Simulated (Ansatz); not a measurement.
# Ga4SeS: a trial structure relaxed

Aim: relax a trial structure of Ga4SeS and see where it ends.

Method: DFT PBE, scalar-relativistic, plane waves, PAW, in Ansatz 0.2.0.

## (1) The system as given

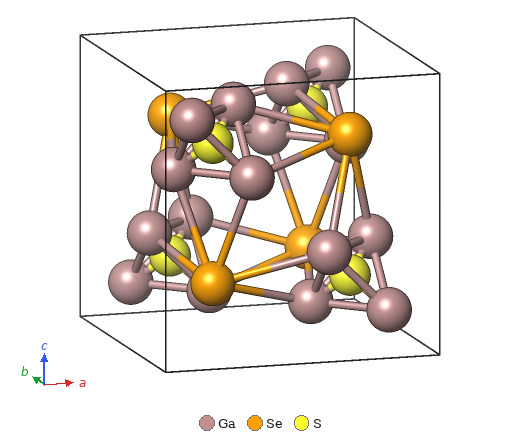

The starting structure, seen slightly off an axis (gallium pink, selenium orange, sulfur yellow). The cell drawn here is the conventional one.

Coordinates:

```xyz
6
Lattice="0.0000 3.3925 3.3925 3.3925 0.0000 3.3925 3.3925 3.3925 0.0000" Properties=species:S:1:pos:R:3 pbc="T T T"
Ga    0.9573    0.9573    0.9573
Ga    2.4352    2.4352    0.9573
Ga    2.4352    0.9573    2.4352
Ga    0.9573    2.4352    2.4352
Se    5.0888    5.0888    5.0888
S     1.6963    1.6963    1.6963
```

Recipe of the guess: random cell by space group and Wyckoff sites (F-43m, No. 216). The dimensions are guesses.

## (2) A first look at the guess

Contents of input.yaml:

```yaml
crystal:
  lattice:
    - [0.0, 3.39252156, 3.39252156]
    - [3.39252156, 0.0, 3.39252156]
    - [3.39252156, 3.39252156, 0.0]
  atoms:
    - { symbol: Ga, position: [0.14109227, 0.14109227, 0.14109227] }
    - { symbol: Ga, position: [0.14109227, 0.14109227, 0.57672318] }
    - { symbol: Ga, position: [0.14109227, 0.57672318, 0.14109227] }
    - { symbol: Ga, position: [0.57672318, 0.14109227, 0.14109227] }
    - { symbol: Se, position: [0.75, 0.75, 0.75] }
    - { symbol: S, position: [0.25, 0.25, 0.25] }
basis:
  ecutwfc: 420
kpoints:
  mp_grid: { grid: [4, 4, 4] }
hamiltonian:
  xc: pbe
scf:
  occupations: { method: gaussian, width: 0.1 }
  lower_state_search: "off"
output:
  forces: true
  stress: true
  eigenvalues: true
```

Started as:

```
ansatz run input.yaml --threads 1 --pin off --max-ram 2560MiB --backend cpu --events-out ev --progress --plain --runs-dir out
```

The log of the run:

```text
[... 41 lines left out ...]
SCF 1 converged in 11 iterations: F = -21387.372886 eV  dr2 = 4.11e-8
SCF converged after 11 iterations
Free energy (F): -21387.372886 eV
Harris-Foulkes:  -21387.372886 eV  (|F-HF|=3.12e-9)
Internal energy: -21387.359088 eV  (E = F + TS)
E sigma→0 (E₀):  -21387.365987 eV
Entropy (-TS):   -0.013799 eV (-2.300 meV/atom)
Fermi energy:    16.510114 eV
--- Per-component energies (eV) ---
  E_band       = -342.553094
  E_kinetic    = 811.606121
  E_local      = -10656.331237  (includes V_loc(G=0)·N_el)
  E_nonlocal   = 1190.167459
  E_hartree    = 5105.580664
  E_xc         = -534.383223
  E_vxc        = -487.057928  (∫ρ·V_xc dr)
  E_paw        = -10459.864379  (= ΣΔE_a)
  E_vpaw       = -1412.099239  (= ΣTr[D̂ρ^β])
  E_aug_tail   = -0.001000  (compensation charges beyond the density's cutoff)
  E_ewald      = -6844.133492
  E_smearing   = -0.013799  (= −TS)
  E_closure    = -0.000000  (closes the sum)
  Σ components = -21387.372886   (vs F -21387.372886, Δ=0.00e0)
--- Forces (eV/Å), atoms counted from 1 ---
  atom   1  Ga   -63.14637767   -63.14637767   -63.14637767
  atom   2  Ga    63.14637767    63.14637767   -63.14637767
  atom   3  Ga    63.14637767   -63.14637767    63.14637767
  atom   4  Ga   -63.14637767    63.14637767    63.14637767
  atom   5  Se    -0.00000000     0.00000000    -0.00000000
  atom   6  S     -0.00000000     0.00000000     0.00000000
  max |Σ_I F_I| component: 4.26e-14 eV/Å
--- Stress (GPa, compression-positive) ---
      405.724378       0.000000      -0.000000
        0.000000     405.724378      -0.000000
       -0.000000      -0.000000     405.724378
  P = ⅓ Tr σ = 405.7244 GPa (4057.244 kbar)
--- Band table (eV; the first three rows and the last of 8) ---
  k-point 0: bands = ["-32.5534", "-32.5534", "-32.5515", "-32.5515", "-32.5515", "-12.6103", "-8.8433", "-8.8433", "-8.8433", "-6.8391", "-6.8391", "-6.0552", "-6.0552", "-6.0552", "-4.4259", "-4.4259", "-4.4259", "-3.8351", "-3.8351", "-3.8351", "-3.3246", "-3.3246", "-3.0622", "-3.0622", "-3.0622", "-2.7305", "2.0250", "5.7098", "5.7098", "5.7098", "9.4569", "12.2567", "12.2567", "12.2567", "12.9556", "12.9556", "13.1464", "13.1464", "13.1464", "18.7792", "22.6742", "22.6742", "22.6742"]
  k-point 1: bands = ["-32.5534", "-32.5534", "-32.5515", "-32.5515", "-32.5515", "-12.5798", "-8.8371", "-8.8192", "-8.8192", "-6.8183", "-6.8183", "-6.1191", "-6.0578", "-6.0578", "-4.4922", "-4.4922", "-4.4263", "-3.8393", "-3.8040", "-3.8040", "-3.3407", "-3.3407", "-3.0960", "-3.0960", "-3.0631", "-2.5352", "1.5761", "5.7377", "5.7377", "5.8875", "8.3317", "10.6387", "10.6387", "12.6989", "13.8191", "13.8191", "15.2357", "15.5426", "15.5426", "19.7586", "20.8726", "20.8726", "20.9229"]
  k-point 2: bands = ["-32.5534", "-32.5534", "-32.5515", "-32.5515", "-32.5515", "-12.5484", "-8.8300", "-8.7944", "-8.7944", "-6.7958", "-6.7958", "-6.1834", "-6.0605", "-6.0605", "-4.5609", "-4.5609", "-4.4266", "-3.8437", "-3.7684", "-3.7684", "-3.3588", "-3.3588", "-3.1307", "-3.1307", "-3.0640", "-2.3004", "1.1056", "5.7780", "5.7780", "6.0914", "7.6004", "9.8861", "9.8861", "13.1379", "15.3527", "15.3527", "17.6224", "17.6224", "18.0250", "18.2160", "18.2160", "18.5626", "21.7677"]
  k-point 7: bands = ["-32.5534", "-32.5534", "-32.5515", "-32.5515", "-32.5515", "-12.5271", "-8.8370", "-8.7860", "-8.7601", "-6.8106", "-6.7584", "-6.1590", "-6.1055", "-6.0807", "-4.5755", "-4.5447", "-4.5183", "-3.7981", "-3.7699", "-3.7590", "-3.4063", "-3.3501", "-3.1359", "-3.1199", "-3.1182", "-2.2154", "1.6029", "4.3778", "4.5943", "5.9742", "9.0586", "9.9467", "12.3682", "14.0696", "14.2042", "14.9405", "15.4260", "17.2123", "18.1038", "18.8719", "19.2708", "20.1887", "21.2436"]
```

Run time: 1.9 s. Hardware: 1 thread of AMD EPYC 9R45 (Zen 5), shared host; peak memory 0.4 GiB.

The probe gives pressure 405.7 GPa, largest force 109.37 eV/Å, gap on this mesh none (metal). A guess like this is first relaxed loosely on the coarse mesh.

## (3) Rough relaxation on the coarse mesh

Changes to input.yaml since step 2:

```diff
@@ -25 +25,6 @@
   eigenvalues: true
+relax:
+  adjacent_minimum: "off"
+  f_tol: 0.04
+  max_steps: 70
+  cell: { stress_tol: 0.4 }
```

Started as:

```
ansatz run input.yaml --threads 1 --pin off --max-ram 2560MiB --backend cpu --events-out ev --progress --plain --runs-dir out
```

The log of the run:

```text
Warning: RAYON_NUM_THREADS=1 ignored (pool sized by the plan → 1); use --threads N
Engine: ansatz 0.2.0, x86_64-unknown-linux-gnu
Pseudopotentials: kind: paw
Pseudopotential: Ga, paw, valence charge 13, recommended cutoff 420 eV (normal), Ga.paw.azcp
Pseudopotential: Se, paw, valence charge 16, recommended cutoff 420 eV (normal), Se.paw.azcp
Pseudopotential: S, paw, valence charge 6, recommended cutoff 420 eV (normal), S.paw.azcp
Functional definition: PBE
  parameter kappa = 0.804
  parameter beta = 0.06672455060314922
  exchange = pbe_x(kappa = kappa, mu = beta*pi^2/3)
  correlation = pbe_c(beta = beta)
Crystal: 6 atoms, lattice volume = 78.090 Å³
Basis set: ecut = 420 eV, 1471 PW (Γ), exchange–correlation on 72×72×72 points (8 copies of the dense FFT grid, shifted against one another)
Bands: 45, of which v1, the nominal top of the filled ones, is band 37 counted from 1 (36 counted from 0)
Symmetry: 24 space group operations
Space group: F-43m (ITA 216), of the structure as read, at distance tolerance 4.3e-5 Å
k-points: 8 of 64 (time reversal used)
Non-local potential: Ga, projectors of the file, l = 0: 2, l = 1: 2, l = 2: 3, l = 3: 1
Non-local potential: Se, projectors of the file, l = 0: 2, l = 1: 2, l = 2: 3, l = 3: 1
Non-local potential: S, projectors of the file, l = 0: 2, l = 1: 2, l = 2: 2
PAW form: soft (Blöchl's): semilocal exchange-correlation on the pseudo side does not see the compensation charge
PAW one-centre angular grid: Ga, 590 points (default); XC on 64 Gauss nodes
PAW one-centre angular grid: Se, 590 points (default); XC on 64 Gauss nodes
PAW one-centre angular grid: S, 110 points (default); XC on 64 Gauss nodes
Initial density: superposition of atomic densities (neutral atoms: chi_scale 0, normalization atom), corrected by the library's trained network
Initial wavefunctions: pseudopotential atomic-orbital guess
Functional: x = pbe(κ = 0.804, μ = 0.2195149727645171), c = pbe(β = 0.06672455060314922)
SCF iter   1: F=—  HF=-21594.409415 eV  |F-HF|=—  |Δ(HF+E_count)|=         —  Δρ=8.38e-1  dr2=7.57e2  ethr=1.77e-3  ⟨swp⟩=11.8  Hψ=2527  notcnv=0  defer=5
preconditioner: auto → LDOS  [insulator: Δε(μ)=0.309 eV  Ē_g=20.243 eV  σ=0.100 eV  W_gap=0.54  n_scr=26 (ndim 8)  ℏωp=36.1 eV  f_vac=0.279  D(μ)=4.21/eV (n_scr^D=50)  ε∞_Penn≈4.2  β→1.0]
SCF iter   2: F=—  HF=-21433.363396 eV  |F-HF|=—  |Δ(HF+E_count)|=    1.61e2  Δρ=4.09e-1  dr2=1.33e2  ethr=1.77e-3  ⟨swp⟩=8.4  Hψ=2235  notcnv=0  defer=21
SCF iter   3: F=—  HF=-21393.065470 eV  |F-HF|=—  |Δ(HF+E_count)|=    4.03e1  Δρ=1.62e-1  dr2=1.71e1  ethr=1.77e-3  ⟨swp⟩=7.2  Hψ=1257  notcnv=0  defer=17
SCF iter   4: F=—  HF=-21389.450529 eV  |F-HF|=—  |Δ(HF+E_count)|=    3.61e0  Δρ=7.76e-2  dr2=4.32e0  ethr=1.77e-3  ⟨swp⟩=4.5  Hψ=1455  notcnv=0  defer=17
SCF iter   5: F=—  HF=-21387.997149 eV  |F-HF|=—  |Δ(HF+E_count)|=    1.45e0  Δρ=3.86e-2  dr2=1.42e0  ethr=1.77e-3  ⟨swp⟩=4.0  Hψ=818  notcnv=0  defer=17
SCF iter   6: F=—  HF=-21387.430532 eV  |F-HF|=—  |Δ(HF+E_count)|=   5.67e-1  Δρ=1.41e-2  dr2=2.02e-1  ethr=1.77e-3  ⟨swp⟩=3.6  Hψ=772  notcnv=0  defer=17
SCF iter   7: F=—  HF=-21387.376549 eV  |F-HF|=—  |Δ(HF+E_count)|=   5.40e-2  Δρ=4.97e-3  dr2=2.26e-2  ethr=2.74e-4  ⟨swp⟩=3.8  Hψ=720  notcnv=0  defer=17
SCF iter   8: F=—  HF=-21387.372996 eV  |F-HF|=—  |Δ(HF+E_count)|=   3.55e-3  Δρ=8.99e-4  dr2=1.30e-3  ethr=3.06e-5  ⟨swp⟩=2.1  Hψ=626  notcnv=0  defer=17
SCF iter   9: F=—  HF=-21387.372843 eV  |F-HF|=—  |Δ(HF+E_count)|=   1.53e-4  Δρ=2.28e-4  dr2=4.09e-5  ethr=1.76e-6  ⟨swp⟩=2.4  Hψ=647  notcnv=0  defer=17
SCF iter  10: F=—  HF=-21387.372885 eV  |F-HF|=—  |Δ(HF+E_count)|=   4.21e-5  Δρ=3.71e-5  dr2=1.12e-6  ethr=5.53e-8  ⟨swp⟩=2.0  Hψ=506  notcnv=0  defer=17
SCF iter  11: F=-21387.372886 eV  HF=-21387.372886 eV  |F-HF|=2.35e-9  |Δ(HF+E_count)|=   1.03e-6  Δρ=5.47e-6  dr2=4.33e-8  ethr=1.35e-10  ⟨swp⟩=14.0  Hψ=2634  notcnv=0
SCF 1 converged in 11 iterations: F = -21387.372886 eV  dr2 = 4.33e-8
relax step   1: F+E_penalty+E_count = -21387.37288618 eV  Δ(F+E_penalty+E_count) = +0.000e0 eV  max|allowed force component| = 6.315e1 eV/Å  Δτ_max = 0.0000 Å  P = +405.724 GPa  Ω = 78.090 Å³  (11 SCF iters, dr2 threshold 1.00e-7 eV, accepted)
[... from here on, the SCF cycles and remarks between the steps are left out ...]
relax step   2: F+E_penalty+E_count = -21455.60655593 eV  Δ(F+E_penalty+E_count) = -6.823e1 eV  max|allowed force component| = 2.590e1 eV/Å  Δτ_max = 0.1964 Å  P = +205.411 GPa  Ω = 83.466 Å³  energy of the carried Pulay correction = -1.737e-2 eV  (10 SCF iters, dr2 threshold 6.00e-7 eV, accepted)
relax step   3: F+E_penalty+E_count = -21480.30851218 eV  Δ(F+E_penalty+E_count) = -2.470e1 eV  max|allowed force component| = 1.180e1 eV/Å  Δτ_max = 0.1001 Å  P = +103.895 GPa  Ω = 95.968 Å³  energy of the carried Pulay correction = -5.363e-2 eV  (10 SCF iters, dr2 threshold 6.00e-7 eV, accepted)
relax step   4: F+E_penalty+E_count = -21491.67371512 eV  Δ(F+E_penalty+E_count) = -1.137e1 eV  max|allowed force component| = 4.669e0 eV/Å  Δτ_max = 0.0799 Å  P = +53.581 GPa  Ω = 109.922 Å³  energy of the carried Pulay correction = -8.850e-2 eV  (8 SCF iters, dr2 threshold 6.00e-7 eV, accepted)
relax step   5: F+E_penalty+E_count = -21496.41562219 eV  Δ(F+E_penalty+E_count) = -4.742e0 eV  max|allowed force component| = 1.873e0 eV/Å  Δτ_max = 0.0455 Å  P = +26.224 GPa  Ω = 124.963 Å³  energy of the carried Pulay correction = -1.209e-1 eV  (7 SCF iters, dr2 threshold 6.00e-7 eV, accepted)
relax step   6: F+E_penalty+E_count = -21498.25309652 eV  Δ(F+E_penalty+E_count) = -1.837e0 eV  max|allowed force component| = 6.517e-1 eV/Å  Δτ_max = 0.0287 Å  P = +5.047 GPa  Ω = 141.261 Å³  energy of the carried Pulay correction = -1.511e-1 eV  (9 SCF iters, dr2 threshold 6.00e-7 eV, accepted)
relax step   7: F+E_penalty+E_count = -21498.36294193 eV  Δ(F+E_penalty+E_count) = -1.098e-1 eV  max|allowed force component| = 9.107e-2 eV/Å  Δτ_max = 0.0170 Å  P = -0.364 GPa  Ω = 145.732 Å³  energy of the carried Pulay correction = -1.587e-1 eV  (7 SCF iters, dr2 threshold 6.00e-7 eV, accepted)
relax step   8: F+E_penalty+E_count = -21498.36484508 eV  Δ(F+E_penalty+E_count) = -1.903e-3 eV  max|allowed force component| = 1.885e-2 eV/Å  Δτ_max = 0.0032 Å  P = +0.114 GPa  Ω = 145.361 Å³  energy of the carried Pulay correction = -1.580e-1 eV  (5 SCF iters, dr2 threshold 5.18e-7 eV, accepted)
relax step   9: F+E_penalty+E_count = -21499.96187042 eV  Δ(F+E_penalty+E_count) = -1.597e0 eV  max|allowed force component| = 5.461e-2 eV/Å  Δτ_max = 0.0000 Å  P = +15.042 GPa  Ω = 145.361 Å³  stress off target by 1.50e1 GPa  SCF on the basis re-selected at this cell (its energy is not comparable with the rows above)  (10 SCF iters)
relax step  10: F+E_penalty+E_count = -21501.09970102 eV  Δ(F+E_penalty+E_count) = -1.138e0 eV  max|allowed force component| = 5.734e-2 eV/Å  Δτ_max = 0.0022 Å  P = +8.028 GPa  Ω = 161.624 Å³  energy of the carried Pulay correction = -5.210e-3 eV  (8 SCF iters, dr2 threshold 6.00e-7 eV, accepted)
relax step  11: F+E_penalty+E_count = -21501.72295625 eV  Δ(F+E_penalty+E_count) = -6.233e-1 eV  max|allowed force component| = 7.355e-2 eV/Å  Δτ_max = 0.0004 Å  P = +2.919 GPa  Ω = 180.891 Å³  energy of the carried Pulay correction = -1.384e-2 eV  (9 SCF iters, dr2 threshold 6.00e-7 eV, accepted)
relax step  12: F+E_penalty+E_count = -21501.85903736 eV  Δ(F+E_penalty+E_count) = -1.361e-1 eV  max|allowed force component| = 6.324e-2 eV/Å  Δτ_max = 0.0025 Å  P = +0.577 GPa  Ω = 194.094 Å³  energy of the carried Pulay correction = -1.896e-2 eV  (8 SCF iters, dr2 threshold 6.00e-7 eV, accepted)
relax step  13: F+E_penalty+E_count = -21501.86240959 eV  Δ(F+E_penalty+E_count) = -3.372e-3 eV  max|allowed force component| = 9.919e-2 eV/Å  Δτ_max = 0.0122 Å  P = -0.060 GPa  Ω = 198.861 Å³  energy of the carried Pulay correction = -2.066e-2 eV  (7 SCF iters, dr2 threshold 6.00e-7 eV, accepted)
relax step  14: F+E_penalty+E_count = -21501.86616950 eV  Δ(F+E_penalty+E_count) = -3.760e-3 eV  max|allowed force component| = 2.515e-4 eV/Å  Δτ_max = 0.0071 Å  P = -0.002 GPa  Ω = 198.098 Å³  energy of the carried Pulay correction = -2.039e-2 eV  (6 SCF iters, dr2 threshold 6.00e-7 eV, accepted)
relax step  15: F+E_penalty+E_count = -21501.90396791 eV  Δ(F+E_penalty+E_count) = -3.780e-2 eV  max|allowed force component| = 1.834e-3 eV/Å  Δτ_max = 0.0000 Å  P = +0.380 GPa  Ω = 198.098 Å³  stress off target by 3.80e-1 GPa  SCF on the basis re-selected at this cell (its energy is not comparable with the rows above)  (9 SCF iters)
basis re-selected at this cell: Δ(F+E_penalty+E_count) = -3.780e-2 eV, ΔP = +0.382 GPa vs the last step (what re-selecting the basis moved, of the pressure what is left beyond the Pulay correction that the steps carried, after the strain that the cell walked since its last selection, with what the two solves' SCF thresholds leave and, on support functions, any second-order correction that the steps lacked; it is no measure of the basis error at this ecutwfc). The dense FFT grid was sized anew with the basis: this SCF ran on 45×45×45 points, the steps before it on 40×40×40, so part of this shift can come from that change (see relax.cell in the input reference). This SCF's stress stands 3.80e-1 GPa from its target on what of the cell is left free (relax.cell.stress_tol is 4.00e-1 GPa) and its largest allowed force component is 1.83e-3 eV/Å (relax.f_tol is 4.00e-2 eV/Å): within both
SCF converged after 9 iterations
Free energy (F): -21501.903968 eV
Harris-Foulkes:  -21501.903968 eV  (|F-HF|=1.12e-8)
Internal energy: -21501.903968 eV  (E = F + TS)
E sigma→0 (E₀):  -21501.903968 eV
Entropy (-TS):   -0.000000 eV (-0.000 meV/atom)
Fermi energy:    3.834453 eV
--- Per-component energies (eV) ---
  E_band       = -924.203135
  E_kinetic    = 677.322726
  E_local      = -13259.167619  (includes V_loc(G=0)·N_el)
  E_nonlocal   = 1120.039068
  E_hartree    = 6175.601753
  E_xc         = -475.233948
  E_vxc        = -412.403715  (∫ρ·V_xc dr)
  E_paw        = -10449.360289  (= ΣΔE_a)
  E_vpaw       = -1401.195465  (= ΣTr[D̂ρ^β])
  E_aug_tail   = -0.001077  (compensation charges beyond the density's cutoff)
  E_ewald      = -5291.104582
  E_smearing   = -0.000000  (= −TS)
  E_closure    = 0.000000  (closes the sum)
  Σ components = -21501.903968   (vs F -21501.903968, Δ=0.00e0)
--- Forces (eV/Å), atoms counted from 1 ---
  atom   1  Ga    -0.00183351    -0.00183351    -0.00183351
  atom   2  Ga     0.00183351     0.00183351    -0.00183351
  atom   3  Ga     0.00183351    -0.00183351     0.00183351
  atom   4  Ga    -0.00183351     0.00183351     0.00183351
  atom   5  Se     0.00000000     0.00000000     0.00000000
  atom   6  S     -0.00000000     0.00000000     0.00000000
  max |Σ_I F_I| component: 3.56e-17 eV/Å
--- Stress (GPa, compression-positive) ---
        0.379580       0.000000       0.000000
        0.000000       0.379580       0.000000
        0.000000       0.000000       0.379580
  P = ⅓ Tr σ = 0.3796 GPa (3.796 kbar)
--- Band table (eV; the first three rows and the last of 8) ---
  k-point 0: bands = ["-42.6206", "-42.6206", "-42.6206", "-42.6205", "-42.6205", "-12.2382", "-11.7129", "-11.7129", "-11.7129", "-11.6825", "-11.6825", "-11.5811", "-11.5811", "-11.5811", "-11.4915", "-11.4915", "-11.4915", "-11.4842", "-11.4842", "-11.4842", "-11.4804", "-11.4804", "-11.3726", "-11.3726", "-11.3726", "-10.2340", "-7.2530", "-4.4736", "-2.4954", "-2.4954", "-2.4954", "0.7184", "0.7184", "0.7184", "2.9662", "2.9662", "2.9662", "4.1909", "4.1909", "4.5916", "7.2845", "7.2845", "7.2845", "9.1476", "9.1476"]
[... 3 lines left out ...]
--- Relaxed structure (13 steps of the walk, 13 accepted, 2 SCFs on fresh bases) ---
  F+E_penalty+E_count = -21501.90396791 eV   max|allowed force component| = 1.834e-3 eV/Å   (the final SCF, on the basis selected at the relaxed cell)
  cell:  # Å, volume = 198.0976 Å³
    - [2.272291785657617e-33, 4.6268246704397065, 4.6268246704397065]
    - [4.6268246704397065, 2.3748203144198435e-33, 4.6268246704397065]
    - [4.6268246704397065, 4.6268246704397065, 3.3696697992955436e-33]
  atoms:
    - { symbol: Ga, position: [0.10146829461754889, 0.10146829461754892, 0.10146829461754893] }
    - { symbol: Ga, position: [0.10146829461754892, 0.10146829461754892, 0.6955951161473531] }
    - { symbol: Ga, position: [0.10146829461754892, 0.6955951161473531, 0.10146829461754892] }
    - { symbol: Ga, position: [0.6955951161473531, 0.10146829461754892, 0.10146829461754892] }
    - { symbol: Se, position: [0.7499999999999999, 0.7499999999999999, 0.7499999999999999] }
    - { symbol: S, position: [0.24999999999999997, 0.24999999999999997, 0.24999999999999997] }
```

It took 26 s on 1 thread of AMD EPYC 9R45 (Zen 5), shared host; peak memory 0.51 GiB.

Step by step:

| step | energy from step 1 (eV/cell) | largest force component (eV/Å) | pressure (GPa) | volume (Å³) |
| --- | --- | --- | --- | --- |
| 1 | 0.0000 | 63.1464 | 405.72 | 78.09 |
| 2 | -68.2337 | 25.9013 | 205.41 | 83.47 |
| 3 | -92.9356 | 11.7951 | 103.90 | 95.97 |
| 4 | -104.3008 | 4.6686 | 53.58 | 109.92 |
| 5 | -109.0427 | 1.8730 | 26.22 | 124.96 |
| 6 | -110.8802 | 0.6517 | 5.05 | 141.26 |
| 7 | -110.9901 | 0.0911 | -0.36 | 145.73 |
| 8 | -110.9920 | 0.0188 | 0.11 | 145.36 |
| 9 | -112.5890 | 0.0546 | 15.04 | 145.36 |
| 10 | -113.7268 | 0.0573 | 8.03 | 161.62 |
| 11 | -114.3501 | 0.0735 | 2.92 | 180.89 |
| 12 | -114.4862 | 0.0632 | 0.58 | 194.09 |
| 13 | -114.4895 | 0.0992 | -0.06 | 198.86 |
| 14 | -114.4933 | 0.0003 | 0.00 | 198.10 |
| 15 | -114.5311 | 0.0018 | 0.38 | 198.10 |

Step 1 is the start. Steps 9, 15 each repeat the geometry before them on a plane-wave basis chosen anew, so the energy can jump there without any move.

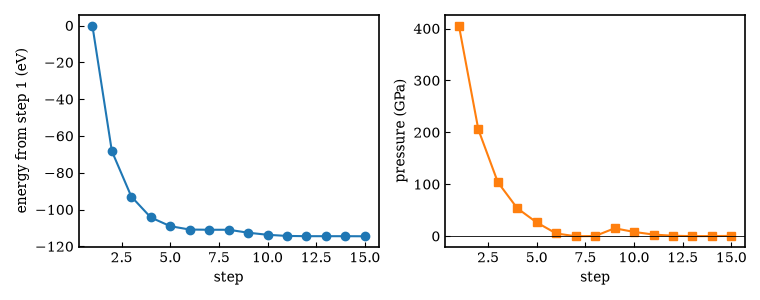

Energy and pressure along the relaxation.

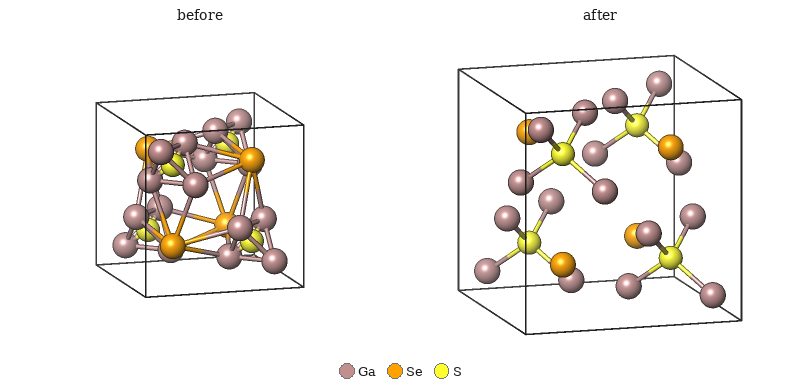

The structure before (left) and after (right) the relaxation, drawn at the same scale.

Lengths and angles in the start's conventional setting:

|  | before | after | change |
| --- | --- | --- | --- |
| a (Å) | 6.785 | 9.254 | +36.4 % |
| b (Å) | 6.785 | 9.254 | +36.4 % |
| c (Å) | 6.785 | 9.254 | +36.4 % |
| volume (Å³/atom) | 13.02 | 33.02 | +153.7 % |
| shortest distance (Å) | 1.280 | 2.381 | +86.0 % |
| space group (0.01 Å) | F-43m | F-43m | same |

The run keeps the 24 symmetry operations of the start, so it could not have lowered the symmetry.

(Part 1 of 2 ends here.)
